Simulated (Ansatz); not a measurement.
# UCCSD(T)/x2c-SVPall (sfX2C, density fitting with def2-universal-jkfit, accuracy low) run of C2H4F (1-fluoroethyl)

What is the vertical doublet–quartet gap of C2H4F (1-fluoroethyl) at UCCSD(T)/x2c-SVPall (sfX2C, density fitting with def2-universal-jkfit, accuracy low)? 

Program for the calculation: Ansatz 0.2.0.

5 further runs of the same task are left out: 1 for a known fault of the program, 1 that didn't finish, 3 set aside as unsound or not needed.

**1. The molecule**

C2H4F: 7 atoms, total charge 0, spin state doublet. As SMILES, `C[CH]F`. Geometry: a rough force-field guess.

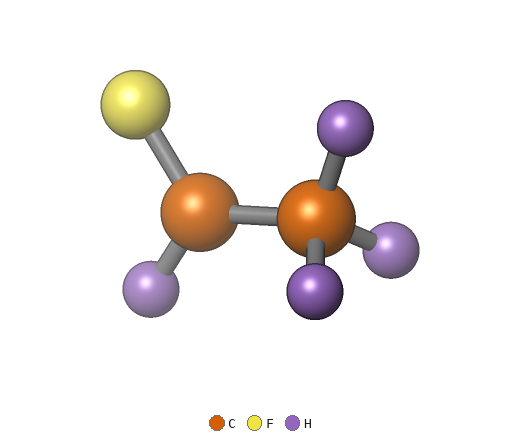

Viewed from a chosen angle; carbon orange, fluorine yellow, hydrogen purple.

**2. Energy and gradient at UCCSD(T)/x2c-SVPall (sfX2C, density fitting with def2-universal-jkfit, accuracy low)**

File in.yaml:

```yaml
crystal:
  periodic: [false, false, false]
  atoms:
    - {symbol: C, position_ang: [-0.507700, 0.301500, -0.115800]}
    - {symbol: C, position_ang: [0.673500, -0.441400, 0.064600]}
    - {symbol: F, position_ang: [1.071700, -0.814600, 1.270100]}
    - {symbol: H, position_ang: [-1.188400, -0.194600, -0.757300]}
    - {symbol: H, position_ang: [-0.325500, 1.290500, -0.633500]}
    - {symbol: H, position_ang: [-1.033400, 0.570800, 0.832500]}
    - {symbol: H, position_ang: [1.371200, -0.780200, -0.706400]}
basis:
  gaussian:
    orbitals: x2c-SVPall.json
    fitting:
      mean_field: def2-universal-jkfit
magnetization:
  spin_polarized: true
  initial_magnetization: 1
correlation:
  method: ccsd_t
  electrons: outside_noble_gas
accuracy: low
output:
  forces: true
  orbitals: {seedname: orbitals}
```

The basis set x2c-SVPall is read from a file made from the Basis Set Exchange's data (not shown).

Run with:

```console
$ ansatz run in.yaml --threads 1 --pin off --max-ram 2610MiB --events-out events.jsonl --progress --plain --runs-dir runs
```

The program printed, shortened:

```text
Warning: RAYON_NUM_THREADS=1 ignored (pool sized by the plan → 1); use --threads N
Functional definition: HF
  name "HF"
[...]
299 factors; integrals over basis functions are off by at most 2.7e-1 eV
[...]
mean field -4827.73759704 eV, -177.4160843330 hartree, gradient 2.7e-6 eV, S^2 0.763948; 0 other end points of the search recorded, 0 dependent functions left out
3 core orbitals not correlated: weight in the atoms' cores, before any rotation towards them, 1.000 or more for the frozen orbitals, at most 0.000 for the correlated occupied ones
reference -4827.73759704 eV, -177.4160843330 hartree; 10, 9 occupied and 49, 50 virtual orbitals, 299 factors
second order -12.06373830 eV of doubles, -0.00000000 eV of singles
cycle   1  -12.59662911 eV  change   -5.3e-1 eV  update   7.4e-2
[...]
cycle  12  -12.97628921 eV  change   -1.8e-6 eV  update   1.7e-6
perturbative correction -0.28174923 eV, -0.0103540934 hartree
[...]
Total energy: -4840.99563548 eV, -177.9033082594 hartree
Relativity: scalar
Atom 0 at    -0.507700     0.301500    -0.115800 Å, force    -1.611909     3.325427     0.357744 eV/Å
Atom 1 at     0.673500    -0.441400     0.064600 Å, force     2.639290    -1.522543    -0.433075 eV/Å
Atom 2 at     1.071700    -0.814600     1.270100 Å, force     0.126800    -0.179726     1.274709 eV/Å
Atom 3 at    -1.188400    -0.194600    -0.757300 Å, force    -1.359493    -0.881343    -0.967307 eV/Å
Atom 4 at    -0.325500     1.290500    -0.633500 Å, force     0.016945    -0.464625     0.298295 eV/Å
Atom 5 at    -1.033400     0.570800     0.832500 Å, force     0.386026    -0.413600    -0.324375 eV/Å
Atom 6 at     1.371200    -0.780200    -0.706400 Å, force    -0.197659     0.136409    -0.205991 eV/Å
Dipole moment:    -0.142111     0.111445    -0.252726 e Å
```

Wall time 23 s (1 thread of Intel Xeon Platinum 8259CL at 2.50GHz (Skylake/Cascade Lake), shared host); peak memory 0.31 GiB.

**3. The quartet**

Edit in.yaml of step 2 so:

```diff
@@ -17,3 +17,3 @@
   spin_polarized: true
-  initial_magnetization: 1
+  initial_magnetization: 3
 correlation:
```

The basis set x2c-SVPall is read from a file made from the Basis Set Exchange's data (not shown).

Run with:

```console
$ ansatz run in.yaml --threads 1 --pin off --max-ram 2610MiB --events-out events.jsonl --progress --plain --runs-dir runs
```

The program printed:

```text
Warning: RAYON_NUM_THREADS=1 ignored (pool sized by the plan → 1); use --threads N
[... 45 lines left out ...]
3 core orbitals not correlated: weight in the atoms' cores, before any rotation towards them, 1.000 or more for the frozen orbitals, at most 0.000 for the correlated occupied ones
[... 9 lines left out ...]
Total energy: -4829.94971176 eV, -177.4973780495 hartree
[... 8 lines left out ...]
Dipole moment:    -0.144154    -0.514941     0.157400 e Å
```

Run time: 2.7 min. Hardware: 1 thread of Intel Xeon Platinum 8259CL at 2.50GHz (Skylake/Cascade Lake), shared host; peak memory 0.31 GiB.

**4. What came out**

Level: UCCSD(T)/x2c-SVPall (sfX2C, density fitting with def2-universal-jkfit, accuracy low), 3 core orbitals frozen.

| quantity | value |
| --- | --- |
| doublet: total energy | -177.90331 Eh |
| doublet: dipole moment (correlated density) | 1.49 D |
| doublet: HOMO energy (Hartree–Fock orbitals) (highest over α and β) | -9.09 eV |
| doublet: LUMO energy (Hartree–Fock orbitals) (lowest over α and β) | 4.51 eV |
| doublet: correlation energy (3 core orbitals frozen) | -487.2 mEh |
| doublet: (T) correction | -10.35 mEh |
| doublet: ⟨S²⟩ of the reference determinant | 0.764 |
| doublet: T1 diagnostic | 0.013 |
| doublet: largest force on an atom | 3.713 eV/Å |
| quartet: total energy | -177.49738 Eh |
| quartet: dipole moment (correlated density) | 2.68 D |
| quartet: HOMO energy (Hartree–Fock orbitals) (highest over α and β) | -3.54 eV |
| quartet: LUMO energy (Hartree–Fock orbitals) (lowest over α and β) | -3.40 eV |
| quartet: correlation energy (3 core orbitals frozen) | -465.8 mEh |
| quartet: (T) correction | -10.59 mEh |
| quartet: ⟨S²⟩ of the reference determinant | 3.765 |
| quartet: T1 diagnostic | 0.025 |
| quartet: largest force on an atom | 11.863 eV/Å |
| vertical energy of the quartet above the doublet | 11.046 eV |

In words: At this shape the quartet lies 11.05 eV (255 kcal/mol) above the doublet. The largest force (doublet) is 3.71 eV/Å: the shape isn't a stationary point for this species at this level. The triples (doublet) make up 2.1 % of the correlation energy. The accuracy setting (doublet) is loose, so the last digits carry no meaning. Mulliken charges (quartet) run from -0.57 on H5 to +0.61 on C1. The triples (quartet) make up 2.3 % of the correlation energy.
